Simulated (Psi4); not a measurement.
# CuPH4 (Cu(PH3)H), step by step

Aim: a structure relaxation (singlet CuPH4, BLYP/def2-TZVP), then the energy (doublet [CuPH4]+, UBLYP/def2-TZVP), then a structure relaxation (doublet [CuPH4]+, UBLYP/def2-TZVP), then a single-point energy (singlet CuPH4, BLYP/def2-TZVP) of CuH4P. 

Program for the calculation: Psi4 1.11.

## Step 1: The molecule

CuPH4 has 6 atoms, charge 0, and is taken as a singlet. As SMILES, `[H][Cu]<-[PH3]`. The shape comes from GFN2-xTB, which is rough for such elements, and wasn't checked as a minimum. The run starts from this shape.

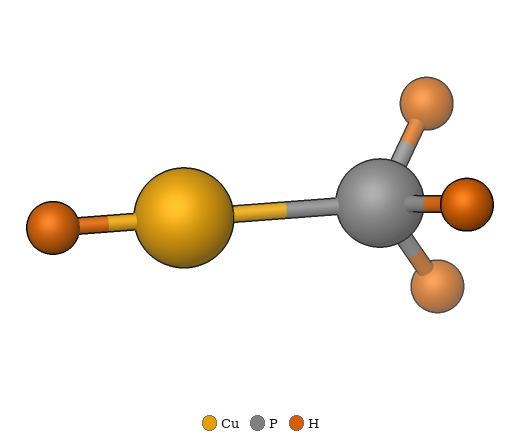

The structure, seen from a chosen angle (copper amber, phosphorus grey, hydrogen orange).

## Step 2: A geometry optimisation at BLYP/def2-TZVP (density fitting) (run 1)

run.py reads:

```python
import psi4

psi4.set_memory('1600 MB')
psi4.set_num_threads(1)
psi4.core.set_output_file('output.dat', False)

m = psi4.geometry("""
0 1
Cu     0.00459203     0.02186413    -3.03159314
P      0.00389284     0.00260782     1.18899678
H      1.44548931    -1.70583688     2.54718074
H     -2.18903985    -0.42286401     2.55101688
H      0.73943094     2.08238370     2.58994524
H     -0.00436527     0.02184523    -5.84554651
units bohr
""")

psi4.set_options({
    'basis': 'def2-TZVP',
})

e = psi4.optimize("BLYP")
print('E =', round(e, 9))
print(m.to_string(dtype='xyz', units='Angstrom'))
for k, v in sorted(psi4.core.scalar_variables().items()):
    print(f'{k:45s} {v:18.10f}')
```

Launch:

```sh
$ python run.py
```

output.dat:

```text
[...]
  Running in c1 symmetry.
[...]
  Nuclear repulsion =  148.284566533657596
[...]
  Multiplicity = 1
[...]
  Nalpha       = 24
  Nbeta        = 24
[...]
    Number of basis functions: 106
[...]
   @DF-RKS iter   1: -1980.67299743878903    1.53302e+00   4.26969e-02 DIIS/ADIIS
[...]
   @DF-RKS iter   6: -1984.37294666565845   -1.45519e-11   6.66238e-09 DIIS
[...]
    Orbital Energies [Eh]
    ---------------------
    Doubly Occupied:
       1A   -321.617306     2A    -76.408917     3A    -38.300865
       4A    -33.604020     5A    -33.599034     6A    -33.599027
       7A     -6.351434     8A     -4.575382     9A     -4.575381
      10A     -4.571217    11A     -4.102532    12A     -2.647134
      13A     -2.636401    14A     -2.636389    15A     -0.628771
      16A     -0.389895    17A     -0.389892    18A     -0.341955
      19A     -0.238730    20A     -0.219885    21A     -0.219864
      22A     -0.207634    23A     -0.207633    24A     -0.186529
[...]
  @DF-RKS Final Energy: -1984.37294666565845
   => Energetics <=
    Nuclear Repulsion Energy =            147.1315035367425139
    One-Electron Energy =               -3053.5409040949516566
    Two-Electron Energy =                1013.9385686905363855
    DFT Exchange-Correlation Energy =     -91.9021147979856181
    Empirical Dispersion Energy =           0.0000000000000000
    VV10 Nonlocal Energy =                  0.0000000000000000
    Total Energy =                      -1984.3729466656584464
[...]
 Multipole Moments:
 ------------------------------------------------------------------------------------
     Multipole            Electronic (a.u.)      Nuclear  (a.u.)        Total (a.u.)
 ------------------------------------------------------------------------------------
 L = 1.  Multiply by 2.5417464519 to convert [e a0] to [Debye]
 Dipole X            :          0.0071509           -0.0065530            0.0005979
 Dipole Y            :          0.0345213           -0.0436748           -0.0091535
 Dipole Z            :         -4.2170474            6.2442464            2.0271990
 Magnitude           :                                                    2.0272198
[...]
  -Total Gradient:
     Atom            X                  Y                   Z
    ------   -----------------  -----------------  -----------------
       1        0.000009577477     0.000008044192     0.000095905668
       2        0.000010682257     0.000031408194    -0.000048136164
       3        0.000003792006    -0.000003687490    -0.000019736247
       4       -0.000004720425    -0.000003084585    -0.000022975220
       5       -0.000007290468    -0.000016613821     0.000021772533
       6       -0.000013486026    -0.000021294506    -0.000055218126
[...]
    Final optimized geometry and variables:
    Molecular point group: c1
    Full point group: C1
    Geometry (in Bohr), charge = 0, multiplicity = 1:
    CU           0.000440912846     0.008260022342    -1.482395586248
    P           -0.000520654912    -0.014780683925     2.753942961610
    H            1.509571651088    -1.793186860905     4.081471333087
    H           -2.289488062351    -0.451890396800     4.086164735064
    H            0.771526937896     2.167238711821     4.113484513849
    H           -0.003140133798     0.016333329130    -4.356546574652
[...]
```

Run time: 18 s. Hardware: 1 thread of Intel Xeon 6975P-C (Granite Rapids), shared host; peak memory 0.64 GiB.

Steps, from the record of the run:

| step | energy from the first frame kept (eV) | largest force (eV/Å) |
| --- | --- | --- |
| 0 | 0.0000 | 0.8907 |
| 1 | -0.0624 | 0.1404 |
| 2 | -0.0636 | 0.0768 |
| 3 | -0.0638 | 0.0139 |
| 4 | -0.0638 | 0.0050 |

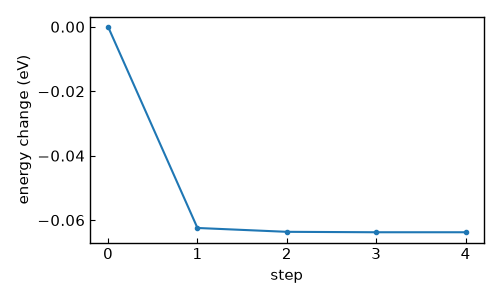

Energy along the run.

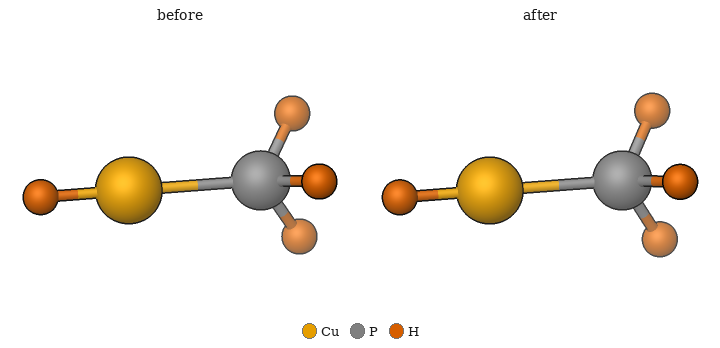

Before and after, at one scale.

After the run. Bond lengths: Cu1–P2 2.242 Å, P2–H3 1.420 Å, P2–H4 1.420 Å, P2–H5 1.420 Å, Cu1–H6 1.521 Å. Angles: Cu1–P2–H3 119.9°, Cu1–P2–H4 119.8°, Cu1–P2–H5 120.1°, P2–Cu1–H6 179.8°, H3–P2–H4 97.3°, H3–P2–H5 97.3°, H4–P2–H5 97.3°.

## Step 3: The doublet cation: a single-point energy at UBLYP/def2-TZVP (density fitting) (run 2)

run.py reads:

```python
import psi4

psi4.set_memory('1600 MB')
psi4.set_num_threads(1)
psi4.set_output_file('cuh4p.out', False)

mol = psi4.geometry("""
1 2
Cu
P 1 2.241807
H 2 1.420468 1 119.86924
H 2 1.420449 3 97.26062 1 130.64559
H 2 1.420486 4 97.25352 3 -98.31008
H 1 1.520942 4 157.20575 2 179.65792
""")

options = {'reference': 'uks'}
psi4.set_options(options)

E, wfn = psi4.energy('blyp/def2-TZVP', molecule=mol, return_wfn=True)
print('E =', round(E, 9))
```

Launch:

```sh
$ python run.py
```

cuh4p.out:

```text
[...]
  Running in c1 symmetry.
[...]
  Nuclear repulsion =  147.131503220824698
[...]
  Multiplicity = 2
[...]
  Nalpha       = 24
  Nbeta        = 23
[...]
    Number of basis functions: 106
[...]
   @DF-UKS iter   1: -1980.54992956212936    1.61038e+00   4.20705e-02 DIIS/ADIIS
[...]
   @DF-UKS iter  14: -1984.06024732097808   -1.69950e-08   6.18873e-07 DIIS
[...]
   @S^2 Observed:                7.525550692E-01
[...]
    Orbital Energies [Eh]
    ---------------------
    Alpha Occupied:
       1A   -321.912752     2A    -76.597801     3A    -38.596858
       4A    -33.906239     5A    -33.891137     6A    -33.891136
       7A     -6.541649     8A     -4.764972     9A     -4.764971
      10A     -4.762493    11A     -4.403839    12A     -2.961699
      13A     -2.930910    14A     -2.930908    15A     -0.813422
      16A     -0.599853    17A     -0.568466    18A     -0.568452
      19A     -0.513280    20A     -0.513266    21A     -0.506521
      22A     -0.498827    23A     -0.498826    24A     -0.485016
    Alpha Virtual:
      25A     -0.252298    26A     -0.252158    27A     -0.224705
[...]
  @DF-UKS Final Energy: -1984.06024732097808
   => Energetics <=
    Nuclear Repulsion Energy =            147.1315032208246976
    One-Electron Energy =               -3041.3805757994191481
    Two-Electron Energy =                1001.8496678910335049
    DFT Exchange-Correlation Energy =     -91.6608426334168627
    Empirical Dispersion Energy =           0.0000000000000000
    VV10 Nonlocal Energy =                  0.0000000000000000
    Total Energy =                      -1984.0602473209780783
[...]
 Multipole Moments:
 ------------------------------------------------------------------------------------
     Multipole            Electronic (a.u.)      Nuclear  (a.u.)        Total (a.u.)
 ------------------------------------------------------------------------------------
 L = 1.  Multiply by 2.5417464519 to convert [e a0] to [Debye]
 Dipole X            :          0.0099677           -0.0102091           -0.0002414
 Dipole Y            :          0.0039428           -0.0040587           -0.0001158
 Dipole Z            :         -5.5933780            6.2443946            0.6510166
 Magnitude           :                                                    0.6510166
[...]
```

On the terminal:

```text
E = -1984.060247321
```

Wall time 6.6 s (1 thread of Intel Xeon 6975P-C (Granite Rapids), shared host); peak memory 0.56 GiB.

## Step 4: The doublet cation: a structure relaxation at UBLYP/def2-TZVP (density fitting) (run 3)

run.py reads:

```python
import psi4

psi4.set_memory(1600000000)
psi4.set_num_threads(1)
psi4.core.set_output_file('psi4.out', False)

molecule = psi4.geometry("""
1 2
Cu
P 1 2.241807
H 2 1.420468 1 119.86924
H 2 1.420449 3 97.26062 1 130.64559
H 2 1.420486 4 97.25352 3 -98.31008
H 1 1.520942 4 157.20575 2 179.65792
symmetry c1
""")

psi4.set_options({
    'basis': 'def2-TZVP',
    'reference': 'uks',
})

E = psi4.optimize('blyp', molecule=molecule)
print(f'blyp energy: {E:.10f} Eh')
print(molecule.to_string(dtype='xyz', units='Angstrom'))
```

Launch:

```sh
$ python run.py
```

psi4.out:

```text
[...]
  Running in c1 symmetry.
[...]
  Nuclear repulsion =  147.131503220824698
[...]
  Multiplicity = 2
[...]
  Nalpha       = 24
  Nbeta        = 23
[...]
    Number of basis functions: 106
[...]
   @DF-UKS iter   1: -1980.54992956212936    1.61038e+00   4.20705e-02 ADIIS/DIIS
[...]
   @DF-UKS iter   8: -1984.06370515190201   -2.72848e-12   4.08056e-09 DIIS
[...]
   @S^2 Observed:                7.524334280E-01
[...]
    Orbital Energies [Eh]
    ---------------------
    Alpha Occupied:
       1A   -321.905485     2A    -76.598471     3A    -38.588934
       4A    -33.898506     5A    -33.883175     6A    -33.883175
       7A     -6.541846     8A     -4.765161     9A     -4.765161
      10A     -4.762781    11A     -4.396194    12A     -2.953893
      13A     -2.923305    14A     -2.923304    15A     -0.811838
      16A     -0.586136    17A     -0.575041    18A     -0.575040
      19A     -0.505643    20A     -0.505643    21A     -0.493370
      22A     -0.491484    23A     -0.491481    24A     -0.478352
    Alpha Virtual:
      25A     -0.241096    26A     -0.241085    27A     -0.229975
[...]
  @DF-UKS Final Energy: -1984.06370515190201
   => Energetics <=
    Nuclear Repulsion Energy =            141.7644839750736026
    One-Electron Energy =               -3030.8990401718651810
    Two-Electron Energy =                 996.7213902793954503
    DFT Exchange-Correlation Energy =     -91.6505392345061267
    Empirical Dispersion Energy =           0.0000000000000000
    VV10 Nonlocal Energy =                  0.0000000000000000
    Total Energy =                      -1984.0637051519020133
[...]
 Multipole Moments:
 ------------------------------------------------------------------------------------
     Multipole            Electronic (a.u.)      Nuclear  (a.u.)        Total (a.u.)
 ------------------------------------------------------------------------------------
 L = 1.  Multiply by 2.5417464519 to convert [e a0] to [Debye]
 Dipole X            :          0.0024289           -0.0023311            0.0000978
 Dipole Y            :          0.0009803           -0.0009481            0.0000322
 Dipole Z            :         -5.5188085            6.2765125            0.7577040
 Magnitude           :                                                    0.7577040
[...]
  -Total Gradient:
     Atom            X                  Y                   Z
    ------   -----------------  -----------------  -----------------
       1        0.000012539072     0.000003971354     0.000016260769
       2       -0.000003126200     0.000002842101    -0.000050004075
       3       -0.000001192298    -0.000000719963    -0.000007031747
       4       -0.000003854396     0.000000302576    -0.000008606965
       5        0.000002909979    -0.000000022723    -0.000007001563
       6       -0.000008293444    -0.000003160689     0.000024269994
[...]
    Final optimized geometry and variables:
    Molecular point group: c1
    Full point group: C1
    Geometry (in Angstrom), charge = 1, multiplicity = 2:
    CU
    P             1    2.360287
    H             2    1.412115      1  115.939074
    H             2    1.412111      3  102.291399      1  127.142536
    H             2    1.412109      4  102.290074      3 -105.691347
    H             1    1.526885      4  156.853310      2  179.833564
[...]
```

On the terminal:

```text
Some dependencies such as QCElemental have not yet finished migration to pydantic v2. If issues are encountered please downgrade pydantic or upgrade QCElemental as appropriate
	Previous geometry is closer to target in internal coordinates, so using that one.

	Best geometry has RMS(Delta(q)) = 3.26e-07

Optimizer: Optimization complete!
blyp energy: -1984.0637051519 Eh
6
1 2 CuH4P
Cu                    0.000025085503     0.000010202779    -0.822715508245
P                     0.000025085503     0.000010202779     1.537571839794
H                     0.000025085503    -1.269848230549     2.155252518476
H                    -1.099816988974     0.634747055255     2.155240792044
H                     1.099506760180     0.634954506461     2.155664650463
H                    -0.002052180090    -0.000803967595    -2.349598421424
```

It took 34 s on 1 thread of Intel Xeon 6975P-C (Granite Rapids), shared host; peak memory 0.65 GiB.

Steps, from the record of the run:

| step | energy from the first frame kept (eV) | largest force (eV/Å) |
| --- | --- | --- |
| 0 | 0.0000 | 1.8132 |
| 1 | -0.0698 | 0.8689 |
| 2 | -0.0929 | 0.1537 |
| 3 | -0.0938 | 0.0782 |
| 4 | -0.0941 | 0.0131 |
| 5 | -0.0941 | 0.0026 |

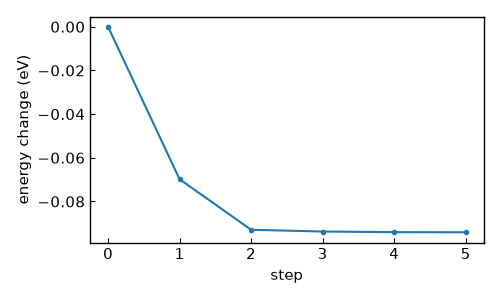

Energy along the run.

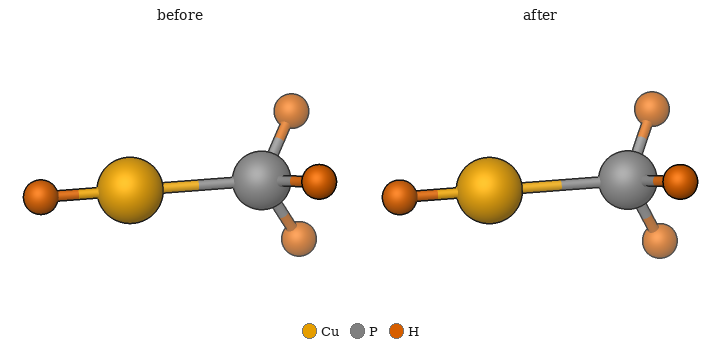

Before and after, at one scale.

After the run. Bond lengths: Cu1–P2 2.360 Å, P2–H3 1.412 Å, P2–H4 1.412 Å, P2–H5 1.412 Å, Cu1–H6 1.527 Å. Angles: Cu1–P2–H3 115.9°, Cu1–P2–H4 115.9°, Cu1–P2–H5 116.0°, P2–Cu1–H6 179.9°, H3–P2–H4 102.3°, H3–P2–H5 102.3°, H4–P2–H5 102.3°.

## Step 5: A single-point energy at BLYP/def2-TZVP (density fitting) (run 4)

input.inp reads:

```
memory 1600 MB

molecule geom {
  Cu
  P 1 r2
  H 2 r3 1 a3
  H 2 r4 3 a4 1 d4
  H 2 r5 4 a5 3 d5
  H 1 r6 4 a6 2 d6

  r2 = 2.360287
  r3 = 1.412116
  a3 = 115.93911
  r4 = 1.412111
  a4 = 102.29138
  d4 = 127.14257
  r5 = 1.41211
  a5 = 102.29005
  d5 = -105.69133
  r6 = 1.526884
  a6 = 156.8533
  d6 = 179.83351
}

set basis def2-TZVP
set reference rks

result, w = energy("blyp", return_wfn=True)
```

Launch:

```sh
$ psi4 -n 1 input.inp input.out
```

input.out:

```text
[...]
  Running in c1 symmetry.
[...]
  Nuclear repulsion =  141.764498289615801
[...]
  Multiplicity = 1
[...]
  Nalpha       = 24
  Nbeta        = 24
[...]
    Number of basis functions: 106
[...]
   @DF-RKS iter   1: -1980.65718442524758    1.41252e+00   4.27384e-02 DIIS/ADIIS
[...]
   @DF-RKS iter  12: -1984.36986885588840   -3.78077e-09   8.79258e-08 DIIS
[...]
    Orbital Energies [Eh]
    ---------------------
    Doubly Occupied:
       1A   -321.606030     2A    -76.410251     3A    -38.288200
       4A    -33.591165     5A    -33.586685     6A    -33.586684
       7A     -6.352960     8A     -4.576901     9A     -4.576901
      10A     -4.572608    11A     -4.090417    12A     -2.634300
      13A     -2.624788    14A     -2.624788    15A     -0.630115
      16A     -0.399802    17A     -0.399799    18A     -0.323176
      19A     -0.233252    20A     -0.207172    21A     -0.207171
      22A     -0.196899    23A     -0.196897    24A     -0.179095
[...]
  @DF-RKS Final Energy: -1984.36986885588840
   => Energetics <=
    Nuclear Repulsion Energy =            141.7644982896158012
    One-Electron Energy =               -3043.1245441638134253
    Two-Electron Energy =                1008.8850283286082004
    DFT Exchange-Correlation Energy =     -91.8948513102991313
    Empirical Dispersion Energy =           0.0000000000000000
    VV10 Nonlocal Energy =                  0.0000000000000000
    Total Energy =                      -1984.3698688558883987
[...]
 Multipole Moments:
 ------------------------------------------------------------------------------------
     Multipole            Electronic (a.u.)      Nuclear  (a.u.)        Total (a.u.)
 ------------------------------------------------------------------------------------
 L = 1.  Multiply by 2.5417464519 to convert [e a0] to [Debye]
 Dipole X            :          0.0033170           -0.0023306            0.0009864
 Dipole Y            :          0.0013310           -0.0009478            0.0003831
 Dipole Z            :         -4.1147149            6.2765134            2.1617985
 Magnitude           :                                                    2.1617988
[...]
```

It took 4.2 s on 1 thread of Intel Xeon 6975P-C (Granite Rapids), shared host; peak memory 0.56 GiB.

## Step 6: Results

| quantity | value |
| --- | --- |
| run 1, BLYP/def2-TZVP: total energy at the end | -1984.37295 Eh |
| run 1, BLYP/def2-TZVP: dipole moment | 5.15 D |
| run 1, BLYP/def2-TZVP: HOMO energy | -5.08 eV |
| run 1, BLYP/def2-TZVP: LUMO energy | -1.41 eV |
| run 1, BLYP/def2-TZVP: HOMO–LUMO gap | 3.66 eV |
| doublet cation, run 2: total energy | -1984.06025 Eh |
| doublet cation, run 2: HOMO energy (highest over α and β) | -13.20 eV |
| doublet cation, run 2: LUMO energy (lowest over α and β) | -12.08 eV |
| doublet cation, run 2: ⟨S²⟩ | 0.753 |
| doublet cation, run 3: total energy at the end | -1984.06371 Eh |
| doublet cation, run 3: HOMO energy (highest over α and β) | -13.02 eV |
| doublet cation, run 3: LUMO energy (lowest over α and β) | -11.91 eV |
| doublet cation, run 3: ⟨S²⟩ | 0.752 |
| run 4, BLYP/def2-TZVP: total energy | -1984.36987 Eh |
| run 4, BLYP/def2-TZVP: dipole moment | 5.49 D |
| run 4, BLYP/def2-TZVP: HOMO energy | -4.87 eV |
| run 4, BLYP/def2-TZVP: LUMO energy | -1.23 eV |
| run 4, BLYP/def2-TZVP: HOMO–LUMO gap | 3.64 eV |
| adiabatic ionisation energy (to the doublet cation, no zero-point term) | 8.415 eV |

In words: The adiabatic ionisation energy (to the doublet cation, no zero-point term) is 8.41 eV (194 kcal/mol). The optimisation (run 1, BLYP/def2-TZVP) took 5 steps and changed the energy by -0.064 eV. The optimisation (doublet cation, run 3) took 6 steps and changed the energy by -0.094 eV.
